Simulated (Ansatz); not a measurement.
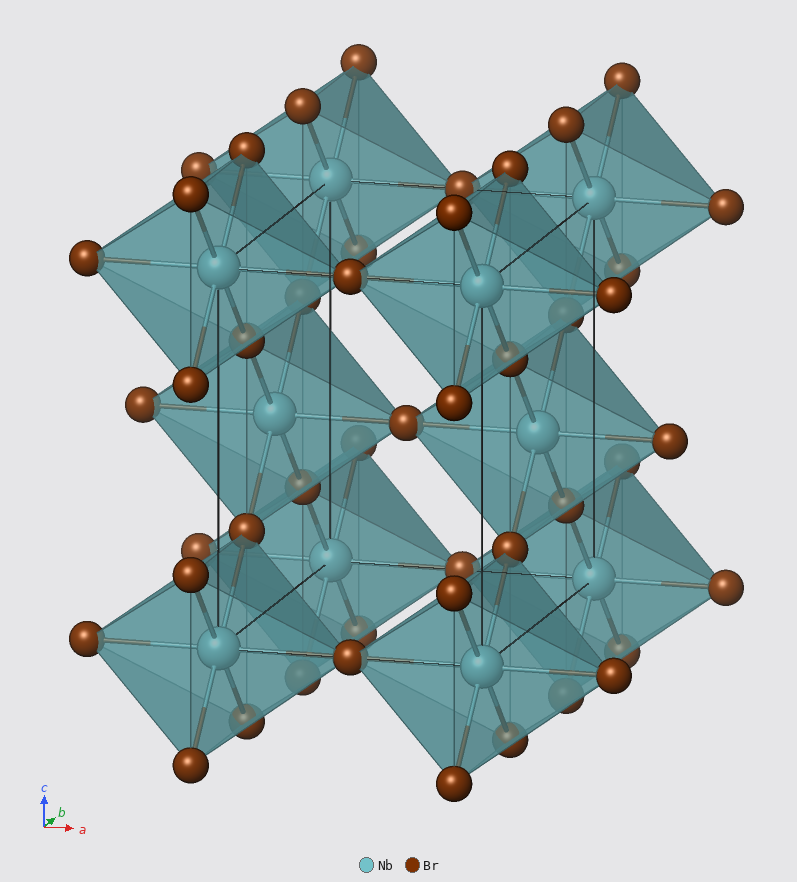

The crystal in a polyhedral representation, seen slightly off an axis. Thin lines show the unit cell, with boundary atoms drawn in all their periodic places. Some neighbours outside the box are added.

NbBr$_{3}$, a = 5.197 Å, b = 7.407 Å, c = 7.407 Å, α = 90.00°, β = 90.00°, γ = 90.00°. Strictly the space group is P4/mmm (No. 123, within 0.01 Å). It is a distorted form of a primitive cubic structure, space group Pm-3m (No. 221) within 0.25 Å: ReO₃ type. The structure comes from a structure type filled with these elements by a generator (whether the compound takes this form wasn't checked). Earlier steps of the study, as a rule a relaxation of our own, may have changed the cell and positions, so they can lie some per cent off the listed ones. It was the input of a calculation with Ansatz.

This one geometry was computed with Ansatz (DFT, plane waves, PAW) at three levels of theory: LDA, r2SCAN and PBEsol.

**Which level gives the highest pressure at this volume, and what does that say about its equilibrium volume?**

Highest: r2SCAN (0.1 GPa), which points to the largest equilibrium volume. Lowest, with the smallest volume: LDA (-3.7 GPa). Levels within 0.5 GPa of each other can't be told apart.

**How does the band gap change with the level of theory?**

All levels give a metal.

**Collect the results in a table.**

| level | cutoff (eV) | k-mesh of the run's cell | gap (eV) | pressure (GPa) | absolute moment (μB/atom) |
| --- | --- | --- | --- | --- | --- |
| LDA | 420 | 6×6×3 | metal | -3.7 | 0.30 |
| r2SCAN | 500 | 6×6×3 | metal | 0.1 | 0.48 |
| PBEsol | 420 | 6×6×3 | metal | -2.1 | 0.38 |

Gaps are taken on the k-mesh or band path of each run.
